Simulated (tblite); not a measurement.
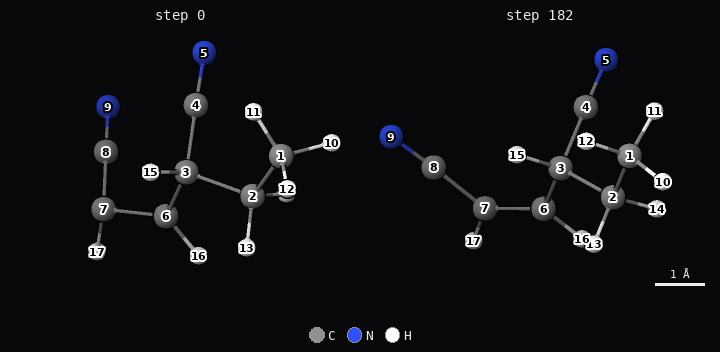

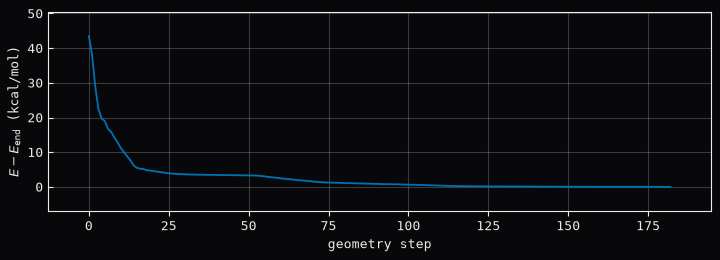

First and last geometry of a relaxation of C₇H₈N₂ (charge +1, multiplicity 2), with the history of the run. A ball-and-stick model, seen from a free direction.

Theory: GFN2-xTB geometry optimisation, gas phase (tblite 0.8.0). 

Q: What do the curves and the structures tell?

A: It converged. N9 moves most after the best rigid fit: 2.62 Å. By element the largest moves are N 2.62 Å, H 1.60 Å, C 1.17 Å. Near-neighbour distances that change, for instance: C6–C7 1.488 → 1.346 Å, C7–C8 1.471 → 1.406 Å, C1–H10 1.121 → 1.089 Å, C4–N5 1.165 → 1.136 Å. Among the angles between lasting bonds that change: C6–C7–C8 109.9° → 123.4°, C6–C7–H17 109.3° → 121.8°, C8–C7–H17 106.0° → 114.8°. Groups turn about C1–C2 by about 60°, C3–C6 by about 30°. After 182 geometry steps the energy has fallen by 43.5 kcal/mol. The run took 1.5 s on 1 thread of Arm Neoverse V1 (shared host).

```tsv
step	E − E(0), kcal/mol
0	0.00
1	-5.43
2	-14.57
3	-21.12
4	-23.78
5	-24.53
6	-26.77
7	-27.70
8	-29.31
9	-30.73
10	-32.30
19	-38.78
28	-39.79
37	-40.03
46	-40.11
55	-40.48
64	-41.38
73	-42.17
82	-42.44
91	-42.68
101	-42.87
110	-43.13
119	-43.32
128	-43.34
137	-43.38
146	-43.43
155	-43.45
164	-43.47
173	-43.48
182	-43.48
```
